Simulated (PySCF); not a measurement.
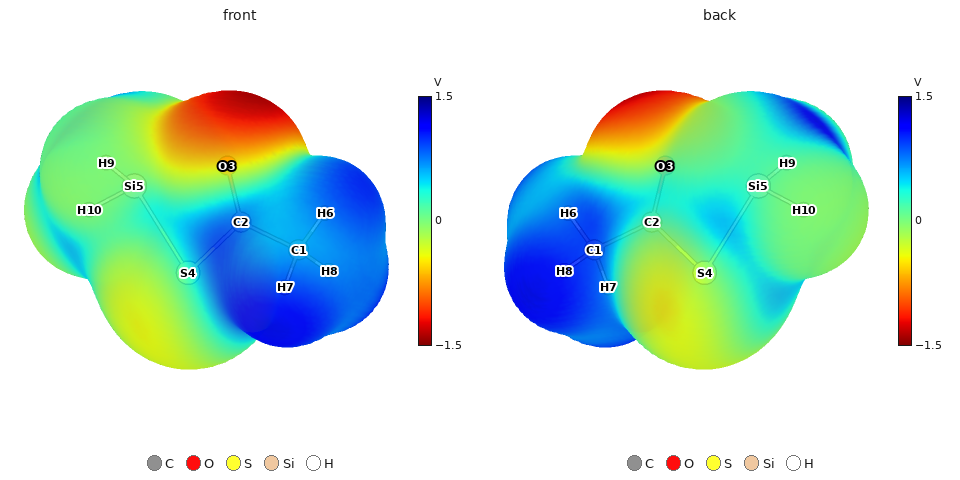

Figure 1: C2H5OSSi (doublet). The electrostatic potential painted on the density surface at 0.002 e/bohr³, seen from the front and from behind; red is negative and blue positive.

Geometry: GFN2-xTB.

These are results of UKS B3LYP, pcH-1 on C H O S Si, non-relativistic, mean-field spin-orbit, GIAO (PySCF 2.14.0, density-fitted response routines), not measurements.

```yaml
atoms:
  - { symbol: C, position_ang: [-1.8233, 0.1717, -0.3210] }
  - { symbol: C, position_ang: [-0.4095, -0.0021, 0.1137] }
  - { symbol: O, position_ang: [-0.0051, 0.1401, 1.2615] }
  - { symbol: S, position_ang: [0.7767, -0.4148, -1.0770] }
  - { symbol: Si, position_ang: [2.2054, -0.4168, 0.6023] }
  - { symbol: H, position_ang: [-2.4304, 0.5227, 0.5102] }
  - { symbol: H, position_ang: [-1.8718, 0.8797, -1.1462] }
  - { symbol: H, position_ang: [-2.2086, -0.7819, -0.6806] }
  - { symbol: H, position_ang: [2.4043, 0.9585, 1.0140] }
  - { symbol: H, position_ang: [3.3711, -1.0526, -0.0051] }
```

Which sites attract a positive test charge, and which a negative one?

A positive charge is drawn to the negative regions and a negative charge to the positive ones. The most negative region (about −1.4 V) lies over O3, the most positive (about +1.2 V) over Si5, H7 and H8. O3 is the likeliest acceptor of a hydrogen bond.
